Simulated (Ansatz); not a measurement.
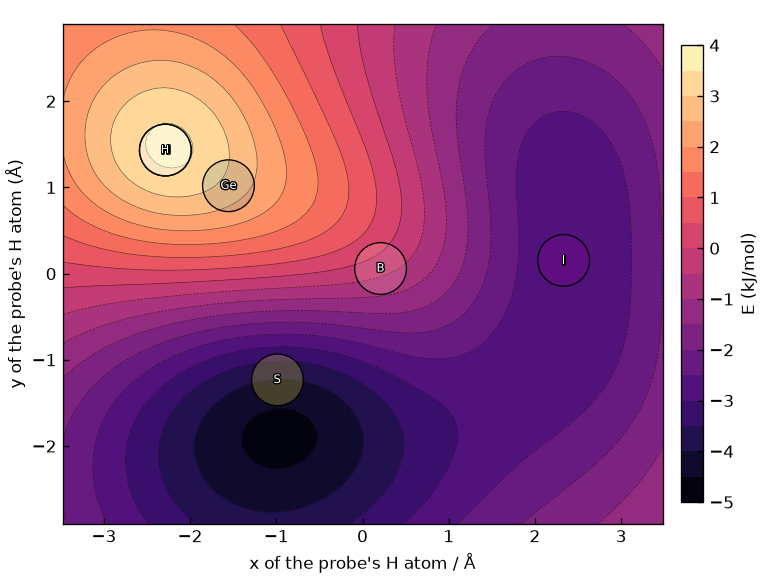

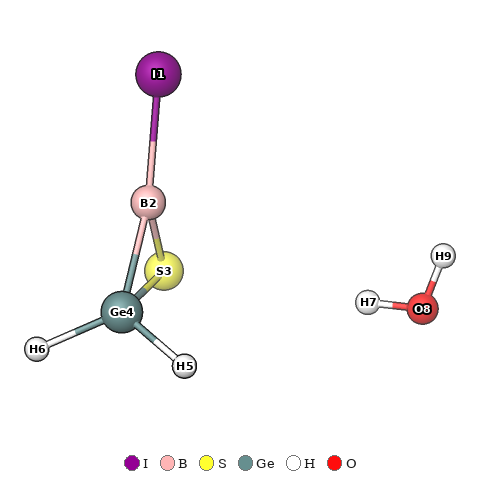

Energy landscape of BGeH₂IS (SMILES I[B]1[S][GeH2]1) with the probe H2O. 
- The probe is moved over a plane parallel to the molecule's main plane, 3.37 Å above it.
- First axis: x of the probe's H atom. Second axis: y of the probe's H atom.
- Nothing is relaxed (molecule and probe rigid, the probe upright with H nearest the plane).
- Grid: 13 × 11 points.
- All energies are given in kJ/mol relative to molecule and probe far apart, each relaxed in its own basis (no counterpoise correction).
- Level of theory: RHF/def2-SVPD (Ansatz).

Drawn: filled contours, labelled circles for the molecule's atoms, projected on the plane. Between grid points the surface is interpolated. The second picture is the structure at the lowest point.

> Where are the wells?

The lowest grid point is at x of the probe's H atom = −1.16 Å, y of the probe's H atom = −1.74 Å, −4.6 kJ/mol from molecule and probe far apart, each relaxed in its own basis (no counterpoise correction). The highest grid point, x of the probe's H atom = −2.32 Å, y of the probe's H atom = 1.74 Å, lies 8.1 kJ/mol above the lowest. Near the minimum the curvatures are about 0.016 and 0.026 eV/Å² along the soft and the stiff direction.

The input of one point:

```yaml
crystal:
  periodic: [false, false, false]
  atoms:
    - { symbol: I, position_ang: [2.332566, 0.153213, 9.0e-06] }
    - { symbol: B, position_ang: [0.209285, 0.059505, -2.2e-05] }
    - { symbol: S, position_ang: [-0.986608, -1.232169, 6.0e-06] }
    - { symbol: Ge, position_ang: [-1.555242, 1.019451, 7.0e-06] }
    - { symbol: H, position_ang: [-2.286671, 1.433196, 1.270167] }
    - { symbol: H, position_ang: [-2.287011, 1.433057, -1.270003] }
    - { symbol: H, position_ang: [-1.16, -1.74, 3.37] }
    - { symbol: O, position_ang: [-1.16, -1.74, 4.313357] }
    - { symbol: H, position_ang: [-0.255524, -1.74, 4.581413] }
basis:
  gaussian: { orbitals: def2-SVPD }
hamiltonian:
  xc: hf
output:
  forces: true
```

Each point was launched as `ansatz run input.yaml --threads 1 --pin off --max-ram 2560MiB --backend cpu --events-out ev --progress --plain --runs-dir out`. The whole map (143 points run) took 51 min on 1 thread of Arm Neoverse N1 (shared host).
